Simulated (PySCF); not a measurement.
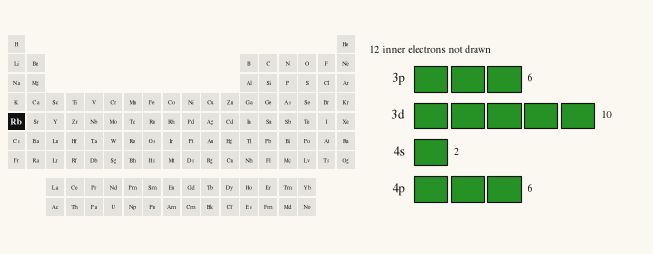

Figure 1. Left, the place of rubidium in the periodic table; right, the outer shells of the nominal configuration: a box for each of the 2l + 1 orbitals, shaded by the share of the shell that is filled, with the electron count at the right.

## Run report: Rb⁺, atomic calculation

System: Rb⁺, configuration 1s2 2s2 2p6 3s2 3p6 3d10 4s2 4p6, multiplicity 1.
Method: unrestricted PBE0, def2-QZVPPD with ECP28, scalar-relativistic core potential (PySCF).

**Input file**
```python
from pyscf import gto, scf, dft, mp, cc
mol = gto.M(atom="Rb 0 0 0", charge=1, spin=0, symmetry="D2h",
            basis="def2-QZVPPD",
            ecp="def2-QZVPPD")
mf = dft.UKS(mol, xc="PBE0")
mf.irrep_nelec = {'Ag': (1, 1), 'B1u': (1, 1), 'B2u': (1, 1), 'B3u': (1, 1)}
mf.kernel()
```

The script is an equivalent of what the driver set up; the driver started from orbitals of its own, so the log can be shorter than this script's would be, and it computed the properties (radii, ⟨L²⟩, response) afterwards. It held the occupations shell by shell, which the script's counts by irreducible representation don't always enforce.

Hardware: 1 CPU thread, shared host.

**Output (extracts)**
```
damping factor = 0
level_shift factor = 0
DIIS = <class 'pyscf.scf.diis.CDIIS'>
diis_start_cycle = 1
diis_space = 10
diis_damp = 0
SCF conv_tol = 1e-09
SCF conv_tol_grad = None
number electrons alpha = 4  beta = 4
XC functionals = PBE0
    C. Adamo and V. Barone.,  J. Chem. Phys. 110, 6158 (1999)
    M. Ernzerhof and G. E. Scuseria.,  J. Chem. Phys. 110, 5029 (1999)
cycle= 1 E= -23.9272875050916  delta_E= -0.000542  |g|= 0.00674  |ddm|= 0.108
cycle= 2 E= -23.9273099737907  delta_E= -2.25e-05  |g|= 0.00235  |ddm|= 0.0116
cycle= 3 E= -23.927312752295  delta_E= -2.78e-06  |g|= 2.67e-05  |ddm|= 0.0036
cycle= 4 E= -23.9273127527197  delta_E= -4.25e-10  |g|= 8.08e-07  |ddm|= 8.22e-05
converged SCF energy = -23.9273127527197  <S^2> = -2.6645353e-15  2S+1 = 1
```

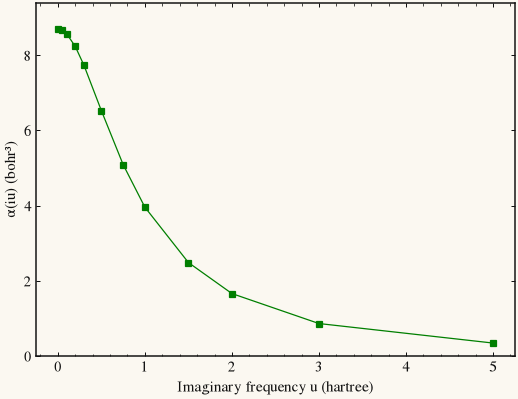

Figure 2. Dipole polarisability at imaginary frequency of Rb⁺ ([Kr]). Coupled response at the PBE0 level; PySCF, def2-QZVPPD with a 28-electron core potential, unrestricted single determinants, no spin-orbit coupling. The static dipole polarisability is 8.70 bohr³; α(iu) falls to half of it near u = 0.91 hartree. The Casimir–Polder integral gives C₆ = 51.7 hartree bohr⁶ for two such species.

**Summary**

- outcome: converged
- total energy (valence electrons, under a core potential): −23.927313 hartree
- static polarisability: 8.70 bohr³
- C₆ of the like pair: 51.7 hartree bohr⁶
- SCF iterations: 4
- CPU time: 2.6 s (integrals apart)
